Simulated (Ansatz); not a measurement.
# The perfect GaP wire along [111], 26 atoms a period, H-terminated

Wanted: the relaxed geometry and the bands of the GaP wire along [111], 26 atoms a period, H-terminated.

Method: DFT PBE, plane waves, PAW; relaxation of a wire's period; PAW set soft_1, in the first sound run; inputs show where later runs differ, in Ansatz 0.2.0.

### Step 1. Set-up

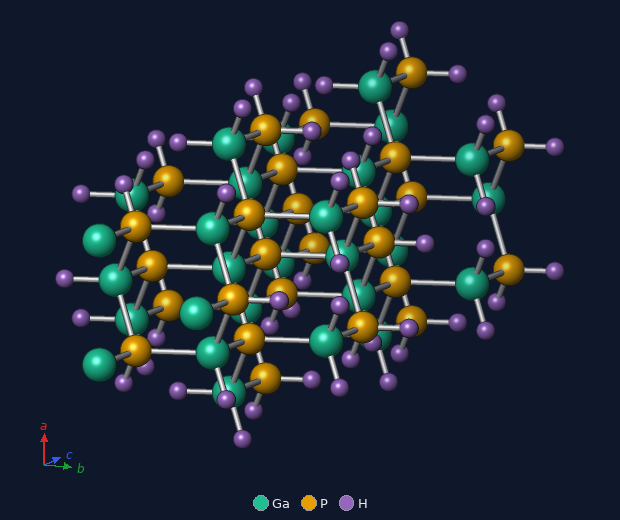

The starting structure, seen at a slant to the c axis (gallium teal, phosphorus orange, hydrogen purple). 1×1×2 cells are drawn. Some periodic images of atoms are drawn too.

The cell holds 56 atoms: 13 Ga, 13 P and 30 H. Its edges and angles: a = 17.172 Å, b = 16.386 Å, c = 9.544 Å, α = 90.0°, β = 90.0°, γ = 90.0°. Vacuum lies along a and b. The structure's axis is c.

### Step 2. The relaxed wire

Band widths follow the bond lengths, so the wire is relaxed first. The atoms and the third cell vector are free; the box across stays fixed as vacuum. A Fermi-Dirac smearing is set since the result may be a metal. The pressure printed is a third of the stress's trace over the whole box, vacuum included; only the stress along the axis is relaxed.

input.yaml reads:

```yaml
crystal:
  lattice:
    - [17.172, 0.0, 0.0]
    - [0.0, 16.386, 0.0]
    - [0.0, 0.0, 9.5435999497]
  atoms:
    - { symbol: Ga, position: [0.386567888, 0.435682068, 0.0] }
    - { symbol: Ga, position: [0.500012984, 0.641600054, 0.0] }
    - { symbol: P, position: [0.386567888, 0.435682068, 0.25] }
    - { symbol: P, position: [0.500012984, 0.641600054, 0.25] }
    - { symbol: P, position: [0.61345808, 0.435682068, 0.25] }
    - { symbol: H, position: [0.311441835, 0.61841533, 0.278148008] }
    - { symbol: H, position: [0.500012984, 0.276133531, 0.278148008] }
    - { symbol: H, position: [0.688584134, 0.61841533, 0.278148008] }
    - { symbol: H, position: [0.318574055, 0.394542774, 0.299946212] }
    - { symbol: H, position: [0.500012984, 0.723878641, 0.299946212] }
    - { symbol: H, position: [0.681451913, 0.394542774, 0.299946212] }
    - { symbol: Ga, position: [0.386567888, 0.572960725, 0.333333333] }
    - { symbol: Ga, position: [0.500012984, 0.367042739, 0.333333333] }
    - { symbol: Ga, position: [0.61345808, 0.572960725, 0.333333333] }
    - { symbol: P, position: [0.386567888, 0.572960725, 0.583333333] }
    - { symbol: P, position: [0.500012984, 0.367042739, 0.583333333] }
    - { symbol: P, position: [0.61345808, 0.572960725, 0.583333333] }
    - { symbol: H, position: [0.197996739, 0.549776001, 0.611481341] }
    - { symbol: H, position: [0.273122793, 0.413412188, 0.611481341] }
    - { symbol: H, position: [0.311441835, 0.343858015, 0.611481341] }
    - { symbol: H, position: [0.311441835, 0.755693987, 0.611481341] }
    - { symbol: H, position: [0.386567888, 0.207494202, 0.611481341] }
    - { symbol: H, position: [0.461693942, 0.755693987, 0.611481341] }
    - { symbol: H, position: [0.538332026, 0.755693987, 0.611481341] }
    - { symbol: H, position: [0.61345808, 0.207494202, 0.611481341] }
    - { symbol: H, position: [0.688584134, 0.755693987, 0.611481341] }
    - { symbol: H, position: [0.688584134, 0.343858015, 0.611481341] }
    - { symbol: H, position: [0.726903175, 0.413412188, 0.611481341] }
    - { symbol: H, position: [0.802029229, 0.549776001, 0.611481341] }
    - { symbol: Ga, position: [0.273122793, 0.504321397, 0.666666667] }
    - { symbol: Ga, position: [0.386567888, 0.298403411, 0.666666667] }
    - { symbol: Ga, position: [0.386567888, 0.710239383, 0.666666667] }
    - { symbol: Ga, position: [0.500012984, 0.504321397, 0.666666667] }
    - { symbol: Ga, position: [0.61345808, 0.710239383, 0.666666667] }
    - { symbol: Ga, position: [0.61345808, 0.298403411, 0.666666667] }
    - { symbol: Ga, position: [0.726903175, 0.504321397, 0.666666667] }
    - { symbol: P, position: [0.273122793, 0.504321397, 0.916666667] }
    - { symbol: P, position: [0.386567888, 0.298403411, 0.916666667] }
    - { symbol: P, position: [0.386567888, 0.710239383, 0.916666667] }
    - { symbol: P, position: [0.500012984, 0.504321397, 0.916666667] }
    - { symbol: P, position: [0.61345808, 0.710239383, 0.916666667] }
    - { symbol: P, position: [0.61345808, 0.298403411, 0.916666667] }
    - { symbol: P, position: [0.726903175, 0.504321397, 0.916666667] }
    - { symbol: H, position: [0.205128959, 0.463182103, 0.966612879] }
    - { symbol: H, position: [0.273122793, 0.586599984, 0.966612879] }
    - { symbol: H, position: [0.318574055, 0.257264117, 0.966612879] }
    - { symbol: H, position: [0.318574055, 0.669100089, 0.966612879] }
    - { symbol: H, position: [0.386567888, 0.79251797, 0.966612879] }
    - { symbol: H, position: [0.454561722, 0.257264117, 0.966612879] }
    - { symbol: H, position: [0.545464246, 0.257264117, 0.966612879] }
    - { symbol: H, position: [0.61345808, 0.79251797, 0.966612879] }
    - { symbol: H, position: [0.681451913, 0.669100089, 0.966612879] }
    - { symbol: H, position: [0.681451913, 0.257264117, 0.966612879] }
    - { symbol: H, position: [0.726903175, 0.586599984, 0.966612879] }
    - { symbol: H, position: [0.794897009, 0.463182103, 0.966612879] }
    - { symbol: Ga, position: [0.61345808, 0.435682068, 0.0] }
kpoints:
  mp_grid: { grid: [1, 1, 9] }
scf:
  occupations: { method: fermi_dirac, width: 0.05 }
hamiltonian:
  xc: pbe
  pseudopotentials: { kind: paw, azcp: { folder: soft_1 } }
relax:
  cell: { fix: [a, b, alpha, beta, gamma] }
  max_steps: 45
  f_tol: 0.03
```

Launch:

```
$ ansatz run input.yaml --threads 4 --pin off --max-ram 16384MiB --backend cpu --events-out ev --progress --plain --runs-dir out
```

Numbers of over 12 decimals in the logs are rounded to 6 here.

Log:

```text
Engine: ansatz 0.2.0, aarch64-unknown-linux-gnu
Pseudopotentials: kind: paw
Pseudopotential: Ga, paw, valence charge 13, recommended cutoff 420 eV (normal), soft_1/Ga.paw.azcp
Pseudopotential: P, paw, valence charge 5, recommended cutoff 420 eV (normal), soft_1/P.paw.azcp
Pseudopotential: H, paw, valence charge 1, recommended cutoff 420 eV (normal), soft_1/H.paw.azcp
Functional definition: PBE
  parameter kappa = 0.804
  parameter beta = 0.066725
  exchange = pbe_x(kappa = kappa, mu = beta*pi^2/3)
  correlation = pbe_c(beta = beta)
Crystal: 56 atoms, lattice volume = 2685.382 Å³
Basis set: ecut = 420 eV, 52413 PW (Γ), exchange–correlation on 240×240×128 points (8 copies of the dense FFT grid, shifted against one another)
Bands: 188, of which v1, the nominal top of the filled ones, is band 132 counted from 1 (131 counted from 0)
Symmetry: 2 space group operations
Space group: Pm (ITA 6), of the structure as read, at distance tolerance 1.4e-4 Å
k-points: 5 of 9 (time reversal used)
Non-local potential: Ga, projectors of the file, l = 0: 2, l = 1: 2, l = 2: 3, l = 3: 1
Non-local potential: P, projectors of the file, l = 0: 2, l = 1: 2, l = 2: 1
Non-local potential: H, projectors of the file, l = 0: 2, l = 1: 1
PAW form: soft (Blöchl's): semilocal exchange-correlation on the pseudo side does not see the compensation charge
PAW one-centre angular grid: Ga, 590 points (default); XC on 64 Gauss nodes
PAW one-centre angular grid: P, 110 points (default); XC on 64 Gauss nodes
PAW one-centre angular grid: H, 110 points (default); XC on 64 Gauss nodes
Initial density: superposition of atomic densities (neutral atoms: chi_scale 0, normalization atom)
Initial wavefunctions: pseudopotential atomic-orbital guess
Functional: x = pbe(κ = 0.804, μ = 0.219515), c = pbe(β = 0.066725)
SCF iter   1: F=—  HF=-59490.449332 eV  |F-HF|=—  |Δ(HF+E_count)|=         —  Δρ=3.63e-2  dr2=3.63e1  ethr=3.10e-3  ⟨swp⟩=8.8  Hψ=4917  notcnv=0  defer=117
preconditioner: auto → Resta (q_TF=auto, 1.853 Å⁻¹)  ε∞=1.7  [insulator: Δε(μ)=3.359 eV  Ē_g=13.969 eV  σ=0.050 eV  W_gap=1.00  n_scr=282 (ndim 8)  ℏωp=11.6 eV  f_vac=0.618  D(μ)=0.00/eV (n_scr^D=0)  ε∞_Penn≈1.7  vacuum switching on, ρ_ref=1.4e-2 e/Å³]
SCF iter   2: F=—  HF=-59480.248481 eV  |F-HF|=—  |Δ(HF+E_count)|=    1.02e1  Δρ=1.59e-2  dr2=5.97e0  ethr=3.10e-3  ⟨swp⟩=4.0  Hψ=2090  notcnv=0  defer=255
SCF iter   3: F=—  HF=-59478.991087 eV  |F-HF|=—  |Δ(HF+E_count)|=    1.26e0  Δρ=4.19e-3  dr2=1.01e0  ethr=2.26e-3  ⟨swp⟩=3.2  Hψ=1874  notcnv=0  defer=217
SCF iter   4: F=—  HF=-59478.697149 eV  |F-HF|=—  |Δ(HF+E_count)|=   2.94e-1  Δρ=1.51e-3  dr2=5.79e-2  ethr=3.81e-4  ⟨swp⟩=4.2  Hψ=1568  notcnv=0  defer=217
SCF iter   5: F=—  HF=-59478.699334 eV  |F-HF|=—  |Δ(HF+E_count)|=   2.19e-3  Δρ=4.55e-4  dr2=5.58e-3  ethr=2.19e-5  ⟨swp⟩=2.0  Hψ=1808  notcnv=0  defer=217
SCF iter   6: F=—  HF=-59478.700353 eV  |F-HF|=—  |Δ(HF+E_count)|=   1.02e-3  Δρ=1.65e-4  dr2=7.91e-4  ethr=2.11e-6  ⟨swp⟩=2.0  Hψ=1383  notcnv=0  defer=217
SCF iter   7: F=—  HF=-59478.700720 eV  |F-HF|=—  |Δ(HF+E_count)|=   3.67e-4  Δρ=5.69e-5  dr2=1.67e-4  ethr=3.00e-7  ⟨swp⟩=2.0  Hψ=1308  notcnv=0  defer=217
SCF iter   8: F=—  HF=-59478.700761 eV  |F-HF|=—  |Δ(HF+E_count)|=   4.12e-5  Δρ=1.76e-5  dr2=9.02e-6  ethr=6.33e-8  ⟨swp⟩=2.0  Hψ=1373  notcnv=0  defer=217
SCF iter   9: F=—  HF=-59478.700888 eV  |F-HF|=—  |Δ(HF+E_count)|=   1.27e-4  Δρ=8.82e-6  dr2=3.06e-6  ethr=3.42e-9  ⟨swp⟩=3.0  Hψ=1409  notcnv=0  defer=217
SCF iter  10: F=—  HF=-59478.700889 eV  |F-HF|=—  |Δ(HF+E_count)|=   9.04e-7  Δρ=2.62e-6  dr2=3.91e-7  ethr=1.16e-9  ⟨swp⟩=2.0  Hψ=1308  notcnv=0  defer=217
SCF iter  11: F=-59478.700889 eV  HF=-59478.700889 eV  |F-HF|=8.99e-9  |Δ(HF+E_count)|=   1.64e-7  Δρ=9.39e-7  dr2=3.09e-8  ethr=3.79e-11  ⟨swp⟩=5.0  Hψ=3139  notcnv=0
SCF 1 converged in 11 iterations: F = -59478.700889 eV  dr2 = 3.09e-8
  greatest PAW one-centre occupation: 0.994 electrons in one spin orbital (limit 2), on the Ga atom at site 0 (counted from 0), in its partial waves of l = 2
relax step   1: F+E_penalty+E_count = -59478.70088928 eV  Δ(F+E_penalty+E_count) = +0.000e0 eV  max|allowed force component| = 1.192e0 eV/Å  Δτ_max = 0.0000 Å  P = +0.221 GPa  Ω = 2685.382 Å³  fix = [a, b, alpha, beta, gamma]  reactions: a +0.303, b +0.306 GPa; alpha -0.001 GPa/rad  (11 SCF iters, dr2 threshold 1.00e-7 eV, accepted)
Crystal: 56 atoms, lattice volume = 2685.003 Å³
Initial density: handed on by an earlier stage of this run
Initial wavefunctions: those handed on with the density
iter 1 solved again at ethr=6.38e-4 eV; its pass at ethr=3.10e-3 eV (dr2=1.68e0 eV) is discarded
SCF iter   1: F=—  HF=-59482.010788 eV  |F-HF|=—  |Δ(HF+E_count)|=         —  Δρ=1.03e-2  dr2=1.69e0  ethr=6.38e-4  ⟨swp⟩=5.2  Hψ=5278  notcnv=0
preconditioner: auto → Resta (q_TF=auto, 1.854 Å⁻¹)  ε∞=1.7  [insulator: Δε(μ)=2.038 eV  Ē_g=13.784 eV  σ=0.050 eV  W_gap=1.00  n_scr=282 (ndim 8)  ℏωp=11.6 eV  f_vac=0.654  D(μ)=0.00/eV (n_scr^D=0)  ε∞_Penn≈1.7  vacuum switching on, ρ_ref=1.4e-2 e/Å³]
SCF iter   2: F=—  HF=-59481.680097 eV  |F-HF|=—  |Δ(HF+E_count)|=   3.31e-1  Δρ=4.93e-3  dr2=3.13e-1  ethr=6.38e-4  ⟨swp⟩=4.6  Hψ=1783  notcnv=0
SCF iter   3: F=—  HF=-59481.667127 eV  |F-HF|=—  |Δ(HF+E_count)|=   1.30e-2  Δρ=1.19e-3  dr2=8.79e-2  ethr=1.18e-4  ⟨swp⟩=3.0  Hψ=1436  notcnv=0  defer=229
SCF iter   4: F=—  HF=-59481.650698 eV  |F-HF|=—  |Δ(HF+E_count)|=   1.64e-2  Δρ=3.02e-4  dr2=2.81e-3  ethr=3.33e-5  ⟨swp⟩=2.0  Hψ=971  notcnv=0  defer=229
SCF iter   5: F=—  HF=-59481.651245 eV  |F-HF|=—  |Δ(HF+E_count)|=   5.47e-4  Δρ=9.40e-5  dr2=4.05e-4  ethr=1.06e-6  ⟨swp⟩=2.0  Hψ=1600  notcnv=0  defer=229
SCF iter   6: F=—  HF=-59481.651228 eV  |F-HF|=—  |Δ(HF+E_count)|=   1.67e-5  Δρ=3.74e-5  dr2=5.01e-5  ethr=1.53e-7  ⟨swp⟩=2.0  Hψ=1371  notcnv=0  defer=229
SCF iter   7: F=-59481.651235 eV  HF=-59481.651235 eV  |F-HF|=7.41e-9  |Δ(HF+E_count)|=   7.08e-6  Δρ=1.19e-5  dr2=3.83e-6  ethr=2.12e-9  ⟨swp⟩=4.0  Hψ=3410  notcnv=0
SCF 2 converged in 7 iterations: F = -59481.651235 eV  dr2 = 3.83e-6
  greatest PAW one-centre occupation: 0.994 electrons in one spin orbital (limit 2), on the Ga atom at site 13 (counted from 0), in its partial waves of l = 2
relax step   2: F+E_penalty+E_count = -59481.65123528 eV  Δ(F+E_penalty+E_count) = -2.950e0 eV  max|allowed force component| = 5.180e-1 eV/Å  Δτ_max = 0.1971 Å  P = +0.108 GPa  Ω = 2685.003 Å³  energy of the carried Pulay correction = +5.230e-5 eV  fix = [a, b, alpha, beta, gamma]  reactions: a +0.156, b +0.156 GPa; alpha -0.000 GPa/rad  (7 SCF iters, dr2 threshold 5.60e-6 eV, accepted)
[...]
Internal energy: -59482.832562 eV  (E = F + TS)
E sigma→0 (E₀):  -59482.832562 eV
Fermi energy:    -1.600461 eV
--- Per-component energies (eV) ---
  E_band       = -3132.858463
  E_kinetic    = 2729.668306
  E_local      = -94753.369472  (includes V_loc(G=0)·N_el)
  E_nonlocal   = -768.025592
  E_hartree    = 48461.688171
  E_xc         = -2025.409859
  E_vxc        = -1847.083021  (∫ρ·V_xc dr)
  E_paw        = -33164.916211  (= ΣΔE_a)
  E_vpaw       = -5417.392529  (= ΣTr[D̂ρ^β])
  E_aug_tail   = -0.031681  (compensation charges beyond the density's cutoff)
  E_ewald      = 20037.563776
  E_smearing   = -0.000000  (= −TS)
  E_closure    = 0.000000  (closes the sum)
  Σ components = -59482.832562   (vs F -59482.832562, Δ=0.00e0)
--- Forces (eV/Å), atoms counted from 1 ---
  atom   1  Ga     0.02386977     0.01446976    -0.00951505
  atom   2  Ga     0.00000000    -0.02895574    -0.00918140
  atom   3  P     -0.00314747    -0.00357270     0.00092180
  atom   4  P     -0.00000000     0.00484782    -0.00024762
  atom   5  P      0.00314747    -0.00357270     0.00092180
  atom   6  H      0.00181183    -0.00093642     0.00165527
  atom   7  H     -0.00000000     0.00173329     0.00146222
  atom   8  H     -0.00181183    -0.00093642     0.00165527
  atom   9  H      0.00001450     0.00136011     0.00508250
  atom  10  H      0.00000000    -0.00107204     0.00588665
  atom  11  H     -0.00001450     0.00136011     0.00508250
  atom  12  Ga    -0.00768748     0.00379199    -0.00394899
  atom  13  Ga     0.00000000    -0.00651696    -0.00522377
  atom  14  Ga     0.00768748     0.00379199    -0.00394899
  atom  15  P     -0.00130814     0.00113068     0.00338470
  atom  16  P      0.00000000    -0.00303340     0.00318493
  atom  17  P      0.00130814     0.00113068     0.00338470
  atom  18  H      0.00414665    -0.00317398    -0.00170159
  atom  19  H     -0.00069768    -0.00134486    -0.00478664
  atom  20  H     -0.00190002     0.00005900    -0.00344203
  atom  21  H      0.00511736    -0.00191930    -0.00153646
  atom  22  H     -0.00113495     0.00545111    -0.00142346
  atom  23  H      0.00051738     0.00117608    -0.00440476
  atom  24  H     -0.00051738     0.00117608    -0.00440476
  atom  25  H      0.00113495     0.00545111    -0.00142346
  atom  26  H     -0.00511736    -0.00191930    -0.00153646
  atom  27  H      0.00190002     0.00005900    -0.00344203
  atom  28  H      0.00069768    -0.00134486    -0.00478664
  atom  29  H     -0.00414665    -0.00317398    -0.00170159
  atom  30  Ga    -0.00251123     0.00052476     0.00244507
  atom  31  Ga     0.00229678    -0.00273972     0.00179458
  atom  32  Ga    -0.00249525     0.00064348     0.00211939
  atom  33  Ga    -0.00000000     0.00102861     0.01608875
  atom  34  Ga     0.00249525     0.00064348     0.00211939
  atom  35  Ga    -0.00229678    -0.00273972     0.00179458
  atom  36  Ga     0.00251123     0.00052476     0.00244507
  atom  37  P     -0.01199868     0.00815979     0.01620754
  atom  38  P     -0.00074563    -0.01364236     0.01739458
  atom  39  P     -0.01313266     0.00740064     0.01737933
  atom  40  P     -0.00000000     0.00043660     0.00585305
[...]
atom  45  H      0.00247122    -0.01372422    -0.00597305
  atom  46  H      0.01010014     0.00219113    -0.00810097
  atom  47  H      0.01316298     0.00516967    -0.00723023
  atom  48  H     -0.00342329    -0.00995560    -0.00865149
  atom  49  H     -0.01080943     0.00757820    -0.00811909
  atom  50  H      0.01080943     0.00757820    -0.00811909
  atom  51  H      0.00342329    -0.00995560    -0.00865149
  atom  52  H     -0.01316298     0.00516967    -0.00723023
  atom  53  H     -0.01010014     0.00219113    -0.00810097
  atom  54  H     -0.00247122    -0.01372422    -0.00597305
  atom  55  H     -0.00613444     0.00766923    -0.00845929
  atom  56  Ga    -0.02386977     0.01446976    -0.00951505
  max |Σ_I F_I| component: 6.12e-6 eV/Å
--- Stress (GPa, compression-positive) ---
       -0.005573       0.000000      -0.000000
        0.000000      -0.007328       0.001083
       -0.000000       0.001083       0.001031
  P = ⅓ Tr σ = -0.0040 GPa (-0.040 kbar)
--- Relaxed structure (8 steps of the walk, 8 accepted, 1 SCFs on fresh bases) ---
  F+E_penalty+E_count = -59482.83256210 eV   max|allowed force component| = 2.896e-2 eV/Å   (the final SCF, on the basis selected at the relaxed cell)
  cell:  # Å, volume = 2660.8412 Å³
    - [17.172, 0, 0]
    - [0, 16.386, 0]
    - [0, 0, 9.456385]
  atoms:
    - { symbol: Ga, position: [0.388050, 0.436709, 0.00571501] }
    - { symbol: Ga, position: [0.500013, 0.639934, 0.00565638] }
    - { symbol: P, position: [0.392954, 0.439526, 0.254964] }
    - { symbol: P, position: [0.500013, 0.633904, 0.254936] }
    - { symbol: P, position: [0.607072, 0.439526, 0.254964] }
    - { symbol: H, position: [0.308219, 0.620288, 0.270033] }
    - { symbol: H, position: [0.500013, 0.272190, 0.270025] }
    - { symbol: H, position: [0.691807, 0.620288, 0.270033] }
    - { symbol: H, position: [0.324200, 0.397877, 0.298134] }
    - { symbol: H, position: [0.500013, 0.717108, 0.298213] }
    - { symbol: H, position: [0.675826, 0.397877, 0.298134] }
    - { symbol: Ga, position: [0.379823, 0.577060, 0.341197] }
    - { symbol: Ga, position: [0.500013, 0.358822, 0.341139] }
    - { symbol: Ga, position: [0.620203, 0.577060, 0.341197] }
    - { symbol: P, position: [0.383261, 0.574904, 0.590272] }
    - { symbol: P, position: [0.500013, 0.362965, 0.590247] }
    - { symbol: P, position: [0.616765, 0.574904, 0.590272] }
    - { symbol: H, position: [0.196346, 0.588972, 0.639178] }
    - { symbol: H, position: [0.244365, 0.430669, 0.591971] }
    - { symbol: H, position: [0.311470, 0.308607, 0.591315] }
    - { symbol: H, position: [0.278076, 0.737351, 0.639355] }
    - { symbol: H, position: [0.418400, 0.186219, 0.639886] }
    - { symbol: H, position: [0.432881, 0.773032, 0.591421] }
    - { symbol: H, position: [0.567145, 0.773032, 0.591421] }
    - { symbol: H, position: [0.581626, 0.186219, 0.639886] }
    - { symbol: H, position: [0.721950, 0.737351, 0.639355] }
    - { symbol: H, position: [0.688556, 0.308607, 0.591315] }
    - { symbol: H, position: [0.755661, 0.430669, 0.591971] }
    - { symbol: H, position: [0.803679, 0.588972, 0.639178] }
    - { symbol: Ga, position: [0.257911, 0.518985, 0.648057] }
    - { symbol: Ga, position: [0.391182, 0.277085, 0.648138] }
    - { symbol: Ga, position: [0.366755, 0.716689, 0.648016] }
    - { symbol: Ga, position: [0.500013, 0.504289, 0.658212] }
    - { symbol: Ga, position: [0.633271, 0.716689, 0.648016] }
    - { symbol: Ga, position: [0.608844, 0.277085, 0.648138] }
    - { symbol: Ga, position: [0.742115, 0.518985, 0.648057] }
    - { symbol: P, position: [0.273711, 0.496310, 0.905313] }
    - { symbol: P, position: [0.380093, 0.303128, 0.905222] }
    - { symbol: P, position: [0.393596, 0.713881, 0.905188] }
    - { symbol: P, position: [0.500013, 0.504400, 0.914615] }
    - { symbol: P, position: [0.606430, 0.713881, 0.905188] }
    - { symbol: P, position: [0.619933, 0.303128, 0.905222] }
    - { symbol: P, position: [0.726315, 0.496310, 0.905313] }
    - { symbol: H, position: [0.212363, 0.447851, 0.961764] }
    - { symbol: H, position: [0.259301, 0.567319, 0.987531] }
    - { symbol: H, position: [0.309356, 0.271639, 0.961547] }
    - { symbol: H, position: [0.327760, 0.691603, 0.987670] }
    - { symbol: H, position: [0.403077, 0.793857, 0.961275] }
    - { symbol: H, position: [0.431534, 0.254634, 0.987686] }
    - { symbol: H, position: [0.568492, 0.254634, 0.987686] }
    - { symbol: H, position: [0.596949, 0.793857, 0.961275] }
    - { symbol: H, position: [0.672266, 0.691603, 0.987670] }
    - { symbol: H, position: [0.690670, 0.271639, 0.961547] }
    - { symbol: H, position: [0.740725, 0.567319, 0.987531] }
    - { symbol: H, position: [0.787663, 0.447851, 0.961764] }
    - { symbol: Ga, position: [0.611976, 0.436709, 0.00571501] }
[key lines of the parts left out:]
SCF converged after 5 iterations
Free energy (F): -59482.832562 eV
```

The job ended after 13 min (4 threads of Arm Neoverse V1, shared host; peak memory 8.3 GiB).

(Continued in part 2 of 2.)

[Logs are printed without paths, hosts, clocks, repeated set-up lines and the standing remarks that a program may print on its own settings, such as how far it seeks lower states.]

[Hosts, paths, dates, database ids (printed as entryN), source tags and the programs' standing remarks are cut or masked in the printed files.]
